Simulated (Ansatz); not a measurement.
# CH2N2 (methanediimine) at 6 levels

Wanted: a comparison of 6 runs (HF/STO-3G, HF/def2-TZVP, B2PLYP/def2-TZVP, BLYP/def2-TZVP, r2SCAN0/def2-TZVP, MP2/def2-TZVP) of CH2N2 (methanediimine). 

The calculation is run with Ansatz 0.2.0.

50 further runs of the same task are left out: 50 set aside as unsound or not needed.

## 1. The structure to begin with

CH2N2: 5 atoms, total charge 0, spin state singlet. SMILES: `N=C=N`. The N1–H4 distance was set to 1.818 Å, away from the relaxed value. At this shape a bond of the SMILES string is far longer than usual.

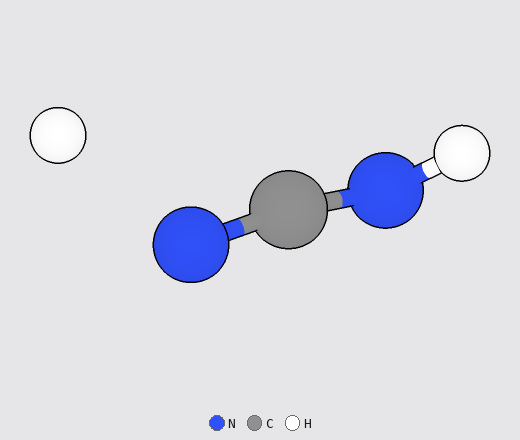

Viewed from a chosen angle; nitrogen blue, carbon grey, hydrogen white.

## 2. The energy at HF/STO-3G (run 1)

Contents of in.yaml:

```yaml
crystal:
  periodic: [false, false, false]
  atoms:
    - {symbol: "N", position_ang: [-0.787089, -0.852786, 0.146720]}
    - {symbol: C, position_ang: [0.427831, -0.795306, 0.106050]}
    - {symbol: "N", position_ang: [1.633241, -0.901566, -0.023260]}
    - {symbol: H, position_ang: [-1.767940, 0.622550, -0.262140]}
    - {symbol: H, position_ang: [2.237651, -0.695626, 0.759470]}
basis:
  gaussian:
    orbitals: STO-3G
magnetization:
  spin_polarized: false
  initial_magnetization: 0
hamiltonian:
  xc: hf
accuracy: high
output: {orbitals: {seedname: orbitals}}
```

Run with:

```
$ ansatz run in.yaml --threads 1 --pin off --max-ram 3480MiB --events-out events.jsonl --progress --plain --runs-dir runs
```

Log:

```text
Warning: RAYON_NUM_THREADS=1 ignored (pool sized by the plan → 1); use --threads N
Functional definition: HF
  name "HF"
  exchange = exact_x
  correlation = 0
298 factors; integrals over basis functions are off by at most 1.5e-8 eV
mean field evaluation 1: about -3963.8642 eV, gradient 2.7e1 eV
mean field evaluation 2: about -3963.9044 eV, gradient 2.7e1 eV
mean field evaluation 4: about -3966.0334 eV, gradient 2.3e0 eV
mean field evaluation 8: about -3966.0667 eV, gradient 3.3e-2 eV
mean field evaluation 16: about -3956.8448 eV, gradient 2.6e1 eV
mean field -3966.06364321 eV, -145.7501505935 hartree, gradient 2.8e-8 eV, S^2 0.000000; 0 other end points of the search recorded, 0 dependent functions left out
reference -3966.06364321 eV, -145.7501505935 hartree; 11, 11 occupied and 6, 6 virtual orbitals, 298 factors
Total energy: -3966.06364321 eV, -145.7501505935 hartree
```

Run time: 0.08 s. Hardware: 1 thread of Arm Neoverse V2, shared host.

## 3. A single-point energy at HF/def2-TZVP (run 2)

Contents of run.yaml:

```yaml
crystal:
  periodic: [false, false, false]
  atoms:
    - symbol: "N"
      position_ang: [-0.787089, -0.852786, 0.146720]
    - symbol: C
      position_ang: [0.427831, -0.795306, 0.106050]
    - symbol: N
      position_ang: [1.633241, -0.901566, -0.023260]
    - symbol: H
      position_ang: [-1.767940, 0.622550, -0.262140]
    - symbol: H
      position_ang: [2.237651, -0.695626, 0.759470]
basis:
  gaussian: {orbitals: def2-TZVP}
hamiltonian: {xc: hf}
accuracy: high
output: {orbitals: {seedname: orbitals}}
```

Run with:

```
$ ansatz run run.yaml --threads 1 --pin off --max-ram 3480MiB --events-out events.jsonl --progress --plain --runs-dir runs
```

Log:

```text
Warning: RAYON_NUM_THREADS=1 ignored (pool sized by the plan → 1); use --threads N
Functional definition: HF
  name "HF"
  exchange = exact_x
  correlation = 0
1742 factors; integrals over basis functions are off by at most 3.6e-9 eV
mean field evaluation 1: about -4018.3083 eV, gradient 3.5e1 eV
mean field evaluation 2: about -4018.3134 eV, gradient 3.5e1 eV
mean field evaluation 4: about -4021.7645 eV, gradient 3.2e0 eV
mean field evaluation 8: about -4021.8455 eV, gradient 2.6e-1 eV
mean field -4021.84630725 eV, -147.8001256860 hartree, gradient 3.2e-8 eV, S^2 0.000000; 0 other end points of the search recorded, 0 dependent functions left out
reference -4021.84630725 eV, -147.8001256860 hartree; 11, 11 occupied and 94, 94 virtual orbitals, 1742 factors
Total energy: -4021.84630725 eV, -147.8001256860 hartree
```

Run time: 1.9 s. Hardware: 1 thread of Arm Neoverse V2, shared host; peak memory 0.22 GiB.

## 4. The energy at B2PLYP/def2-TZVP (run 3)

Contents of run.yaml:

```yaml
crystal:
  periodic: [false, false, false]
  atoms:
    - {symbol: N, position_ang: [-0.787089, -0.852786, 0.146720]}
    - {symbol: C, position_ang: [0.427831, -0.795306, 0.106050]}
    - {symbol: "N", position_ang: [1.633241, -0.901566, -0.023260]}
    - {symbol: H, position_ang: [-1.767940, 0.622550, -0.262140]}
    - {symbol: H, position_ang: [2.237651, -0.695626, 0.759470]}
basis:
  gaussian: {orbitals: def2-TZVP}
total_charge: 0
hamiltonian: {xc: {name: B2PLYP}}
correlation: {frozen_orbitals: {C: 1, H: 0, "N": 1}}
accuracy: high
output: {orbitals: {seedname: orbitals}}
```

Run with:

```
$ ansatz run run.yaml --threads 1 --pin off --max-ram 3480MiB --events-out events.jsonl --progress --plain --runs-dir runs
```

Log:

```text
Warning: RAYON_NUM_THREADS=1 ignored (pool sized by the plan → 1); use --threads N
Functional definition: B2PLYP
  name "B2PLYP"
  parameter a = 0.53
  parameter c = 0.27
  exchange = (1 - a)*b88_x + a*exact_x
  correlation = (1 - c)*lyp_c + c*(mp2_os + mp2_ss)
1742 factors; integrals over basis functions are off by at most 3.6e-9 eV
mean field evaluation 1: about -4031.7191 eV, gradient 5.1e1 eV
mean field evaluation 2: about -4031.7218 eV, gradient 5.1e1 eV
mean field evaluation 4: about -4037.9392 eV, gradient 8.5e0 eV
mean field evaluation 8: about -4038.2459 eV, gradient 5.3e-1 eV
mean field evaluation 16: about -4038.2462 eV, gradient 7.8e-4 eV
mean field evaluation 32: about -4026.2960 eV, gradient 2.6e1 eV
mean field -4038.24623075 eV, -148.4028117586 hartree, gradient 1.2e-8 eV, S^2 0.000000; 0 other end points of the search recorded, 0 dependent functions left out; unrestricted orbitals would lower it
3 core orbitals not correlated: weight in the atoms' cores, before any rotation towards them, 1.000 or more for the frozen orbitals, at most 0.000 for the correlated occupied ones
reference -4038.24625348 eV, -148.4028125937 hartree; 8, 8 occupied and 94, 94 virtual orbitals, 1742 factors
second order -19.52460866 eV of doubles, -0.00000000 eV of singles
Total energy: -4043.51789781 eV, -148.5965419498 hartree
```

Run time: 6 s. Hardware: 1 thread of Arm Neoverse V2, shared host; peak memory 0.26 GiB.

Runs 4 to 5 aren't shown in full; the table further down has their settings and results.

## 5. The energy at MP2/def2-TZVP (run 6)

Contents of in.yaml:

```yaml
basis:
  gaussian: {orbitals: def2-TZVP}
crystal:
  periodic: [false, false, false]
  atoms:
    - {symbol: N, position_ang: [-0.787089, -0.852786, 0.146720]}
    - {symbol: C, position_ang: [0.427831, -0.795306, 0.106050]}
    - {symbol: "N", position_ang: [1.633241, -0.901566, -0.023260]}
    - {symbol: H, position_ang: [-1.767940, 0.622550, -0.262140]}
    - {symbol: H, position_ang: [2.237651, -0.695626, 0.759470]}
correlation: {method: mp2, frozen_orbitals: {C: 1, H: 0, "N": 1}}
accuracy: high
```

Run with:

```
$ ansatz run in.yaml --threads 1 --pin off --max-ram 3480MiB --events-out events.jsonl --progress --plain --runs-dir runs
```

Log:

```text
Warning: RAYON_NUM_THREADS=1 ignored (pool sized by the plan → 1); use --threads N
Functional definition: HF
  name "HF"
  exchange = exact_x
  correlation = 0
1742 factors; integrals over basis functions are off by at most 3.6e-9 eV
mean field evaluation 1: about -4018.3083 eV, gradient 3.5e1 eV
mean field evaluation 2: about -4018.3134 eV, gradient 3.5e1 eV
mean field evaluation 4: about -4021.7645 eV, gradient 3.2e0 eV
mean field evaluation 8: about -4021.8455 eV, gradient 2.6e-1 eV
mean field -4021.84630725 eV, -147.8001256860 hartree, gradient 3.2e-8 eV, S^2 0.000000; 0 other end points of the search recorded, 0 dependent functions left out; unrestricted orbitals would lower it
mean field evaluation 16: about -4022.2185 eV, gradient 5.9e0 eV
unrestricted determinant -4023.10690549 eV, -147.8464518170 hartree, S^2 0.9615
3 core orbitals not correlated: weight in the atoms' cores, before any rotation towards them, 1.000 or more for the frozen orbitals, at most 0.000 for the correlated occupied ones
reference -4021.84630725 eV, -147.8001256860 hartree; 8, 8 occupied and 94, 94 virtual orbitals, 1742 factors
second order -15.48610390 eV of doubles, -0.00000000 eV of singles
Total energy: -4037.33241115 eV, -148.3692295075 hartree
```

Wall time 3.3 s (1 thread of Arm Neoverse V2, shared host); peak memory 0.24 GiB.

## 6. The series

```
run              level  frozen core orbitals  energy (Eh)  HOMO energy (eV)  LUMO energy (eV)  HOMO–LUMO gap (eV)  wall time
  1          HF/STO-3G                     –  -145.750151             -7.67              2.98               10.64     0.08 s
  2       HF/def2-TZVP                     –  -147.800126            -10.52             -0.61                9.92      1.9 s
  3   B2PLYP/def2-TZVP                     3  -148.596542             -9.00             -2.73                6.27        6 s
  4     BLYP/def2-TZVP                     –  -148.697024             -6.81             -4.66                2.15      3.6 s
  5  r2SCAN0/def2-TZVP                     –  -148.596408             -8.26             -3.90                4.36      6.6 s
  6      MP2/def2-TZVP                     3  -148.369230                 –                 –                   –      3.3 s
```

## 7. Results

| quantity | value |
| --- | --- |
| run 6: total energy | -148.36923 Eh |
| run 6: correlation energy (3 core orbitals frozen) | -569.1 mEh |

**Reading.** Over runs 1, 2, 3, 4, 5 the HOMO–LUMO gap runs from 2.15 eV (BLYP/def2-TZVP) to 10.64 eV (HF/STO-3G). The two ends differ in method and basis. Totals of different functionals can't be ranked against each other. In runs 3, 6 the log says that unrestricted orbitals would lower the reference, so the values rest on an unstable closed-shell determinant (other closed-shell runs at this shape may share the fault). In run 1 the basis is minimal, so the values are rough. In runs 1, 2, 3, 4, 5, 6 a closed-shell determinant meets a far-stretched bond, which it describes badly. All runs together took 22 s, the longest 6.6 s.
